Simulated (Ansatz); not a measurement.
# Bands, cutoff and cost in G0W0 for BaTiO3 (Barioperovskite), part 2 of 2

Wanted: a G0W0 gap for BaTiO3 (Barioperovskite) that is converged in bands and cutoff, or an estimate of the limit.

Ansatz 0.2.0; G0W0 on LDA, plane waves, PAW. Known limits of the many-body steps: not at the basis limit; no spin-orbit coupling; coarse k mesh.

So far. Step 4 (509 empty bands, screening to 230 eV): Against the run with 4×4×4 mesh, 236 empty bands, screening to 138 eV, the gap moves by +0.06 eV.

## (5) Changing the frequency model: 4×4×4 mesh, 509 empty bands, screening to 230 eV, plasmon pole

A plasmon pole stands in for the full frequency dependence of the screening; this run shows what that costs in accuracy.

input.yaml

```yaml
crystal:
  lattice:
    - [3.9855, 0.0, 0.0]
    - [0.0, 2.8369, 2.84515]
    - [0.0, -2.8369, 2.84515]
  atoms:
    - { symbol: Ba, position: [0.0, 0.0, 0.0] }
    - { symbol: Ti, position: [0.5, 0.5124, 0.5124] }
    - { symbol: O, position: [0.0, 0.4874, 0.4874] }
    - { symbol: O, position: [0.5, 0.50524, 0.99184] }
    - { symbol: O, position: [0.5, 0.99184, 0.50524] }
kpoints:
  mp_grid: { grid: [4, 4, 4] }
hamiltonian:
  xc: lda
scf:
  occupations: { method: fixed }
gw:
  n_empty_bands: 509
  ecut_chi: 230.0
  qp_bands: [v2, c2]
  qp_kpoints: band_edges
  screening: { model: godby_needs }
```

Run with:

```
ansatz run input.yaml --threads 3 --pin off --max-ram 92160MiB --backend cuda --events-out ev --progress --plain --runs-dir out --devices 1 --max-vram 13GiB
```

Numbers of over 12 decimals in the logs are rounded to 6 here.

Log:

```text
GPUs: using 1 of 1 available (devices: 1).
[...]
GPU FFT provider: cuFFT
GPU libraries: cuBLAS 13.8.2, cuFFT 12.4.0, cuSOLVER 12.3.4
Crystal: 5 atoms, lattice volume = 64.337 Å³
Basis set: ecut = 420 eV, 1249 PW (Γ)
Bands: 25, of which v1, the nominal top of the filled ones, is band 20 counted from 1 (19 counted from 0)
Symmetry: 4 space group operations
[...]
k-points: 21 of 64 (time reversal used)
[...]
1    22     12.6419   -14.0416    -6.5353   -21.9581  0.7607    14.0349    14.0231  root
[...]
20    19      9.8648   -25.7593     4.5959   -20.8941  0.7533     9.5951     9.5955  root
    20    20      9.8753   -25.7542     4.5907   -20.8989  0.7535     9.6103     9.6107  root
    20    21     14.0510   -14.6758    -7.6508   -23.8535  0.7409    15.5881    15.5779  root
    20    22     14.0927   -14.7025    -7.7148   -23.9588  0.7347    15.6302    15.6342  root
[key lines of the parts left out:]
SCF converged after 8 iterations
Free energy (F): -9904.388729 eV
Fermi energy:    9.875320 eV
```

Elapsed: 63 s, on 1 × NVIDIA H100 80GB HBM3 (shared by 6 runs) with 3 threads of AMD EPYC 7R13 (Zen 3), shared host; peak memory 2.9 GiB.

Numbers from this step:

| Property | Result |
| --- | --- |
| bands summed | 529 |
| plasmon-pole fit frequency | 29.28 eV |
| RPA ε∞ on this mesh (eigenvalues) | 6.481, 6.547, 6.608 |
| plane waves in the screening matrix | 485 |
| G0W0 gap on the mesh | 3.438 eV |
| k of the valence top | -0.5, -0.5, -0.5 |
| k of the conduction bottom | 0, 0, 0 |
| starting gap on the mesh | 1.817 eV |
| least direct G0W0 gap on the computed points | 3.611 eV |

Against the run with 4×4×4 mesh, 509 empty bands, screening to 230 eV, the gap moves by −0.03 eV.

## (6) Changing the files and raising the bands: 4×4×4 mesh, 755 empty bands, screening to 299 eV, hard PAW files

Other atomic data (hard PAW) test the pseudisation: the cutoff goes from 420 to 930 eV, with the same valence electrons. Bands and screening cutoff change too, so the step is no clean test of the files.

input.yaml: that of step 5 with these lines changed.

```diff
@@ -15,2 +15,3 @@
   xc: lda
+  pseudopotentials: { kind: paw, source: ansatz }
 scf:
@@ -18,6 +19,6 @@
 gw:
-  n_empty_bands: 509
-  ecut_chi: 230.0
+  n_empty_bands: 755
+  ecut_chi: 299.0
   qp_bands: [v2, c2]
   qp_kpoints: band_edges
-  screening: { model: godby_needs }
+  screening: { model: contour_deformation }
```

Log:

```text
GPUs: using 1 of 1 available (devices: 1).
[...]
GPU FFT provider: cuFFT
GPU libraries: cuBLAS 13.8.2, cuFFT 12.4.0, cuSOLVER 12.3.4
Crystal: 5 atoms, lattice volume = 64.337 Å³
Basis set: ecut = 930 eV, 4123 PW (Γ)
Bands: 25, of which v1, the nominal top of the filled ones, is band 20 counted from 1 (19 counted from 0)
Symmetry: 4 space group operations
[...]
k-points: 21 of 64 (time reversal used)
[...]
1    22     12.6649   -14.0243    -6.8820   -21.9301  0.7064    13.7164    13.6888  root
[...]
20    19      9.8893   -25.7611     4.2804   -20.8962  0.7051     9.2969     9.3049  root
    20    20      9.8997   -25.7564     4.2726   -20.9017  0.7050     9.3097     9.3176  root
    20    21     14.0778   -14.6582    -8.1724   -23.8273  0.6608    15.1153    15.0745  root
    20    22     14.1201   -14.6847    -8.2501   -23.9318  0.6579    15.1588    15.1171  root
[key lines of the parts left out:]
SCF converged after 10 iterations
Free energy (F): -9890.317771 eV
Fermi energy:    9.899667 eV
```

Wall time 72 s (1 × NVIDIA H100 80GB HBM3 (shared by 6 runs) with 3 threads); peak memory 3.9 GiB.

Numbers from this step:

| Item | Value |
| --- | --- |
| bands summed | 775 |
| RPA ε∞ on this mesh (eigenvalues) | 6.480, 6.545, 6.606 |
| plane waves in the screening matrix | 741 |
| G0W0 gap on the mesh | 3.493 eV |
| k of the valence top | -0.5, -0.5, -0.5 |
| k of the conduction bottom | 0, 0, 0 |
| starting gap on the mesh | 1.814 eV |
| least direct G0W0 gap on the computed points | 3.677 eV |

Against the run with 4×4×4 mesh, 509 empty bands, screening to 230 eV, the gap moves by +0.02 eV.

## (7) The runs together

Times are wall times on 1 × NVIDIA H100 80GB HBM3 (shared by 6 runs) with 3 threads of AMD EPYC 7R13 (Zen 3), shared host, good to a factor of about two.

```csv
mesh,files,frequency,bands summed,cutoff (eV),start (eV),G0W0 (eV),time,host memory (GiB)
4×4×4,default PAW,contour deformation,103,69,1.817,3.456,11 s,1.1
4×4×4,default PAW,contour deformation,256,138,1.817,3.408,16 s,1.3
4×4×4,default PAW,contour deformation,529,230,1.817,3.471,55 s,2.1
4×4×4,default PAW,plasmon pole,529,230,1.817,3.438,63 s,2.9
4×4×4,hard PAW,contour deformation,775,299,1.814,3.493,72 s,3.9
```

How the two edges are built up, in eV (the quasiparticle level is the starting level plus Σx plus Σc less Vxc):

```csv
run,edge,start,Σx,Σc,Vxc,Z,QP
103 bands,valence top,9.88,-25.75,4.99,-20.90,0.72,10.01
103 bands,conduction bottom,11.69,-12.62,-6.16,-20.56,0.74,13.47
256 bands,valence top,9.88,-25.75,4.66,-20.90,0.71,9.68
256 bands,conduction bottom,11.69,-12.62,-6.54,-20.56,0.73,13.09
529 bands,valence top,9.88,-25.75,4.44,-20.90,0.71,9.46
529 bands,conduction bottom,11.69,-12.62,-6.70,-20.56,0.73,12.93
```

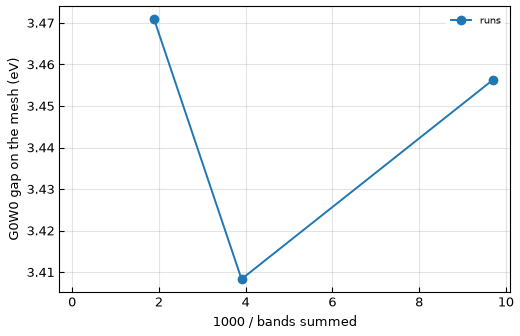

The gap against one over the number of bands.

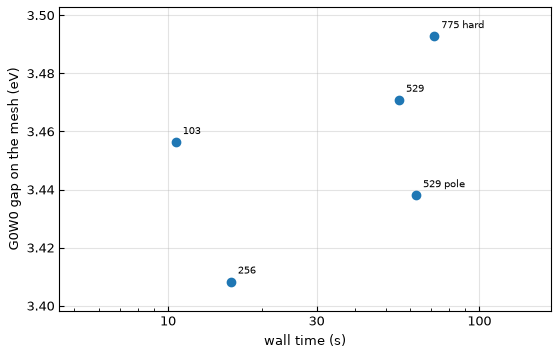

Result against wall time.

## (8) Outcome

* 103 bands, 69 eV: 3.456 eV
* 256 bands, 138 eV: 3.408 eV
* 529 bands, 230 eV: 3.471 eV
* mesh and start: 4×4×4, LDA

In words: From 103 to 529 bands the gap moves by +0.01 eV while the time grows 5.2-fold. Σc changes by −0.56 eV at the valence top and −0.54 eV at the conduction bottom, so the levels themselves move more than the gap between them. The gap turns back along the series, so no limit is drawn from it. The plasmon-pole model gives −0.03 eV against contour deformation, 2 % of the correction, and saved no time in this program. With hard PAW files and 775 bands the gap is 3.49 eV. The 4×4×4 mesh is coarse for this cell (its supercell is 16 Å along the shortest edge). The RPA ε∞ on it, from the LDA start, is 6.48, 6.55 and 6.61; such meshes misread the long-range screening, most where the gap is narrow. The many-body steps are scalar-relativistic: spin-orbit coupling is not in them.

[Paths, hosts, dates, memory and timing lines, banners, echoed tables and standing remarks are left out of the program output.]

[Logs are printed without paths, hosts, clocks, repeated set-up lines and the standing remarks that a program may print on its own settings, such as how far it seeks lower states.]

[Runs of the session that timed out or met a known fault of the program may be left out.]

[Cells called generated may have been cut or substituted from an entry of the Crystallography Open Database or the Materials Project.]

[Hosts, paths, dates, database ids (printed as entryN), source tags and the programs' standing remarks are cut or masked in the printed files.]
